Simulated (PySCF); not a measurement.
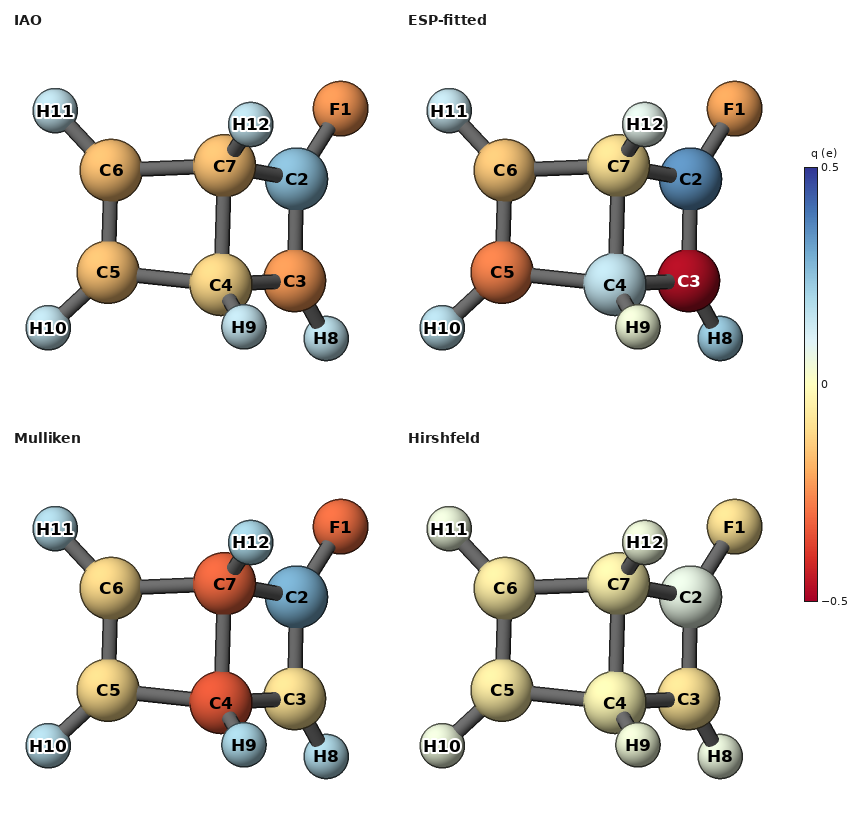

Atomic charges of one calculation by 4 schemes, on one colour scale. Computed geometry: PBE0-D3(BJ)/def2-SVP optimisation. No frequency run is at hand to confirm it as a minimum. Level of theory: PBE0/6-31G (PySCF 2.14.0).

**On which atom do the schemes disagree most?**

On C4 (from −0.33 to 0.15 e).

List the charges (e), one line for each set of equivalent atoms.

| atom | IAO | ESP-fitted | Mulliken | Hirshfeld |
| --- | --- | --- | --- | --- |
| F1 | −0.23 | −0.20 | −0.29 | −0.09 |
| C2 | 0.25 | 0.34 | 0.28 | 0.07 |
| C3 | −0.22 | −0.46 | −0.09 | −0.08 |
| C4 | −0.11 | 0.15 | −0.33 | −0.02 |
| C5 | −0.15 | −0.26 | −0.10 | −0.05 |
| C6 | −0.16 | −0.14 | −0.11 | −0.05 |
| C7 | −0.15 | −0.09 | −0.30 | −0.03 |
| H8 | 0.16 | 0.22 | 0.18 | 0.06 |
| H9 | 0.15 | 0.05 | 0.19 | 0.04 |
| H10 | 0.15 | 0.17 | 0.18 | 0.05 |
| H11 | 0.15 | 0.14 | 0.18 | 0.05 |
| H12 | 0.16 | 0.08 | 0.20 | 0.05 |
